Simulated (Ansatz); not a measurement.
Input file:

```
crystal:
  lattice:
    - [8.5697935338, 0.0, 0.0]
    - [0.0, 3.9169472194, 2.2390127322]
    - [0.0, -3.9169472194, 2.2390127322]
  atoms:
    - { symbol: Be, position: [0.5, 0.9723896451, 0.9723896451] }
    - { symbol: Be, position: [0.5717743885, 0.670965641, 0.3378244774] }
    - { symbol: Be, position: [0.4282256115, 0.3378244774, 0.670965641] }
    - { symbol: Be, position: [0.0, 0.9723896451, 0.9723896451] }
    - { symbol: Be, position: [0.0717743885, 0.3378244774, 0.670965641] }
    - { symbol: Be, position: [0.9282256115, 0.670965641, 0.3378244774] }
    - { symbol: Cd, position: [0.75, 0.3396105268, 0.6349778324] }
    - { symbol: Cd, position: [0.25, 0.6349778324, 0.3396105268] }
    - { symbol: O, position: [0.5413301152, 0.6369488925, 0.9684233097] }
    - { symbol: O, position: [0.4586698848, 0.9684233097, 0.6369488925] }
    - { symbol: O, position: [0.5, 0.3132026912, 0.3132026912] }
    - { symbol: O, position: [0.9586698848, 0.6369488925, 0.9684233097] }
    - { symbol: O, position: [0.0413301152, 0.9684233097, 0.6369488925] }
    - { symbol: O, position: [0.0, 0.3132026912, 0.3132026912] }
    - { symbol: O, position: [0.75, 0.7633286793, 0.4629177628] }
    - { symbol: O, position: [0.25, 0.4629177628, 0.7633286793] }
basis:
  ecutwfc: 420
kpoints:
  mp_grid: { grid: [4, 8, 8] }
hamiltonian:
  xc: pbe
scf:
  occupations: { method: gaussian, width: 0.02 }
output:
  forces: true
  stress: true
  eigenvalues: true
  write_density: true
  write_potential: true
  elf: true
  volumetric_format: npy
relax:
  adjacent_minimum: "off"
  f_tol: 0.01
  max_steps: 30
  cell: { stress_tol: 0.1, fix: [volume] }
```

Command:

```sh
ansatz run input.yaml --threads 1 --pin off --max-ram 2560MiB --backend cpu --events-out ev --progress --plain --runs-dir out
```

Below, planes, directions and counts refer to the conventional cell (a = 8.54 Å, b = 7.84 Å, c = 4.49 Å, α = 90.00°, β = 90.00°, γ = 90.00°).

The fields are those of the relaxed geometry.

Space group Ama2; a generated structure, not necessarily the stable one; changed on purpose from its base cell (volume × 0.97, shape and atoms relaxed); computed pressure about 4 GPa in this cell.

Level of theory: Ansatz, DFT PBE, scalar-relativistic, plane waves, PAW.

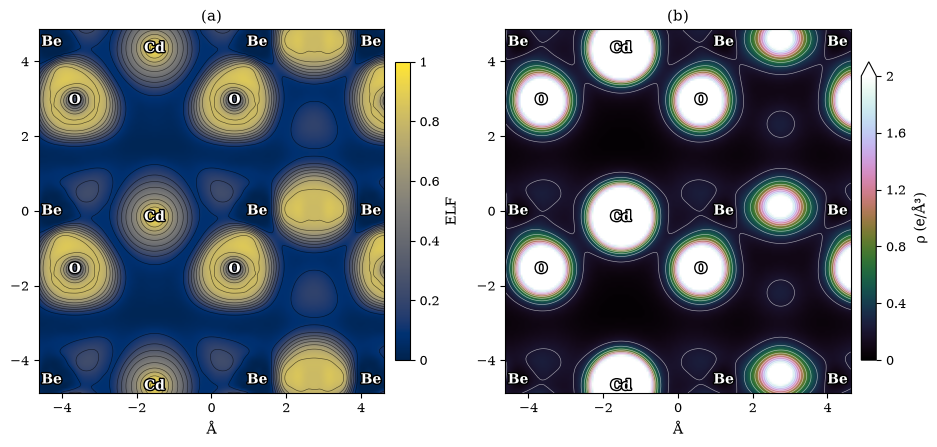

Be3CdO4. (a) electron localisation function; (b) valence pseudo-density on the (011) plane of the conventional cell.

The density is the valence pseudo-density of a PAW calculation; it isn't the true density close to the nuclei.

**Interpret the plot.**

Atoms in the plane: Be, Cd and O. Atoms just off the plane (O, 0.5 Å away) can leave unmarked features too. Be–O (1.68 Å): the density is about 0.86 e/Å³ at the midpoint; the ELF peaks at about 0.85 in the valence shell of O, 0.6 Å from its nucleus, and is about 0.85 at the midpoint. Cd–O (2.55 Å): ρ is about 0.23 e/Å³ halfway; the ELF is about 0.10 at the midpoint (no localised pair shows between them). Between the atoms the lowest density in this plane is 0.03 e/Å³. The features right at Cd lie inside the PAW spheres, where the map follows smoothed inner orbitals and isn't to be read closely.
